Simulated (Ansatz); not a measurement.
## Abstraction of Cl: MgHCl + CHBrCl → MgH + CHBrCl2

Species: MgHCl `[MgH][Cl]`, singlet; CHBrCl `Cl[CH]Br`, doublet; MgH, doublet; CHBrCl2 (bromodichloromethane) `ClC(Cl)Br`, singlet. A radical takes Cl: the energy is the difference in strength between the Mg–Cl bond broken and the C–Cl bond made.

Shapes, held fixed at every level: PBE0-D4/def2-TZVP. Programs: Ansatz 0.2.0. The zero-point and thermal change to 298 K, harmonic and unscaled (PBE0-D4/def2-TZVP), is +2.8 kJ/mol.

```json
{"level": "HF/def2-TZVPP", "kind": "Hartree–Fock", "ΔH(298 K) (kJ/mol)": "+202.3", "less CCSD(T)/def2-TZVPP": "+38.7"}
{"level": "B3LYP-D4/def2-TZVPP", "kind": "global hybrid", "ΔH(298 K) (kJ/mol)": "+167.5", "less CCSD(T)/def2-TZVPP": "+3.9"}
{"level": "B2PLYP/def2-TZVPP", "kind": "double hybrid", "ΔH(298 K) (kJ/mol)": "+172.4", "less CCSD(T)/def2-TZVPP": "+8.8"}
{"level": "MP2/def2-SVP", "kind": "perturbation theory", "ΔH(298 K) (kJ/mol)": "+161.4", "less CCSD(T)/def2-TZVPP": "-2.2"}
{"level": "CCSD/def2-SVP", "kind": "coupled cluster or CI", "ΔH(298 K) (kJ/mol)": "+178.9", "less CCSD(T)/def2-TZVPP": "+15.3"}
{"level": "CCSD/def2-TZVPP", "kind": "coupled cluster or CI", "ΔH(298 K) (kJ/mol)": "+171.7", "less CCSD(T)/def2-TZVPP": "+8.1"}
{"level": "CCSD(T)/def2-TZVPP", "kind": "coupled cluster or CI", "ΔH(298 K) (kJ/mol)": "+163.6", "less CCSD(T)/def2-TZVPP": "0.0"}
```

The highest level, CCSD(T)/def2-TZVPP, gives ΔH(298 K) = +163.6 kJ/mol; the levels span +161.4 to +202.3. The column of differences is taken from that level and isn't an error. No measured value is set beside it here. Open shells run unrestricted unless RO is named. Relativity is left out for Br unless named. Correlated rows may include outer-core shells of Br, Mg, which these sets cover unevenly.

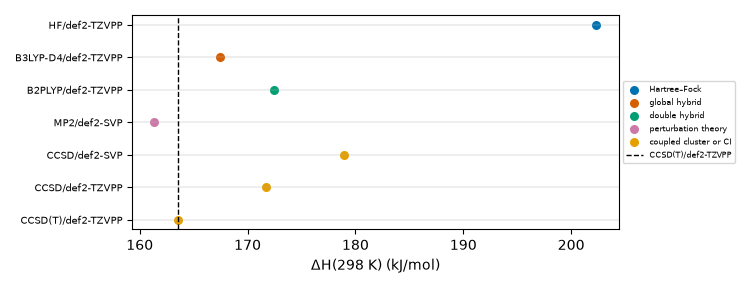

The values of the table, level by level.
